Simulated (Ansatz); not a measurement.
**Pressure series in HfSi2**

The reference is HfSi2 (space group Cmcm, No. 63; a = 3.650 Å, b = 14.351 Å, c = 3.635 Å).

Cell and atoms are relaxed at each pressure.

All numbers come from Ansatz (a program for electronic structure) PBEsol, spin-orbit coupling left out, earlier PAW set.

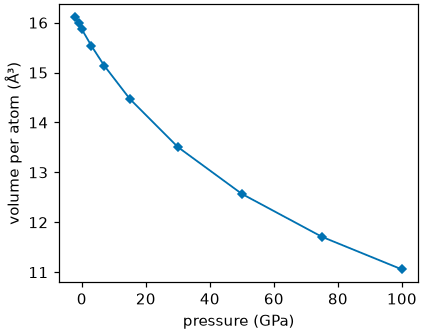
Fig. 1. Volume per atom against pressure

```json
[
 {"pressure (GPa)": "-2", "volume per atom": "16.11 Å³"},
 {"pressure (GPa)": "-1", "volume per atom": "15.99 Å³"},
 {"pressure (GPa)": "3", "volume per atom": "15.54 Å³"},
 {"pressure (GPa)": "7", "volume per atom": "15.14 Å³"},
 {"pressure (GPa)": "15", "volume per atom": "14.47 Å³"},
 {"pressure (GPa)": "30", "volume per atom": "13.51 Å³"},
 {"pressure (GPa)": "50", "volume per atom": "12.57 Å³"},
 {"pressure (GPa)": "75", "volume per atom": "11.71 Å³"},
 {"pressure (GPa)": "100", "volume per atom": "11.06 Å³"}
]
```

Load acts through the strain it causes; cell and atoms are relaxed under it. No phonon test of stability was made. No other phases were tried under pressure. All final runs are without spin polarisation.
